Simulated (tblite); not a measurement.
# Al12H13N13: the cost of one run

Computed with tblite 0.8.0 and PySCF 2.14.0 and routines of our own; the level stands in each step. Atoms count from 0.

### 1 The system as given

38 atoms, charge 0, multiplicity 1; geometry from: force field, distance geometry or constructed start.

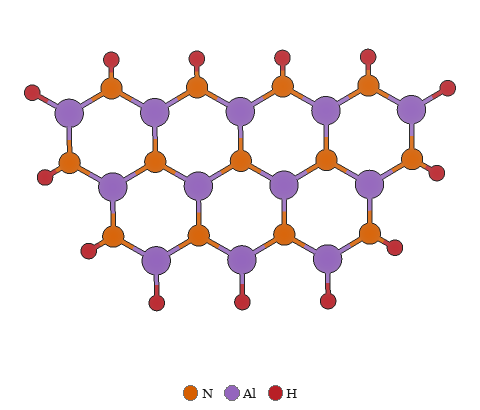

The starting geometry (nitrogen orange, aluminium purple, hydrogen red); sticks join atoms by distance alone.

### 2 Relaxing the molecule with GFN2-xTB

What the job is given:

```
{"job": {"kind": "relax", "xc": "GFN2-xTB", "basis": "xTB"}, "charge": 0, "multiplicity": 1}
N     -1.553900     2.482400    -0.001600
Al    -3.120900     3.386800    -0.006900
N     -4.671300     2.481900     0.001000
Al    -4.677200     0.688600    -0.006200
N     -3.118700    -0.217000     0.003400
Al    -1.562100     0.683700    -0.002600
N      4.676600     2.485900    -0.003300
Al     3.121100     3.386900     0.001500
N      1.561500     2.482100    -0.000400
Al     1.556000     0.683400     0.001600
N      3.115600    -0.217000    -0.002100
Al     4.674000     0.682200    -0.000000
N     -6.238800    -0.215100     0.005000
Al    -6.233200    -2.016400    -0.002700
N     -4.678700    -2.910700     0.000200
Al    -3.119600    -2.015200     0.006300
Al     0.000400     3.386100     0.000900
N     -0.001100    -0.219200    -0.001000
Al    -0.000600    -2.014000     0.002500
N      1.561600    -2.914900     0.002700
Al     3.115400    -2.012000     0.001500
N      6.234500    -0.214300    -0.000200
N      4.679900    -2.911200     0.006600
Al     6.231200    -2.020100    -0.001500
N     -1.558300    -2.913200     0.000900
H     -3.123800     4.923300     0.002500
H     -5.576500     3.006500    -0.000700
H      5.576600     3.004800     0.001200
H      3.118300     4.924600    -0.002000
H     -7.134900     0.304600     0.003400
H     -7.565500    -2.785200    -0.001100
H     -4.678400    -3.954500     0.000200
H     -0.001000     4.924300    -0.001900
H      1.560900    -3.957100     0.003700
H      7.137200     0.306000    -0.003300
H      4.677000    -3.953600    -0.002900
H      7.568300    -2.785700    -0.004100
H     -1.557900    -3.953300    -0.002600
```

Command:

```console
$ OMP_NUM_THREADS=2 python large_run.py task.json out
```

One launch serves the whole session: the jobs run in the order shown.

Q: Estimate the wall time and peak memory of this first job on 2 threads of Intel Xeon Platinum 8259CL at 2.50GHz, shared host.

About 5.3 s, with a peak of 0.16 GiB.
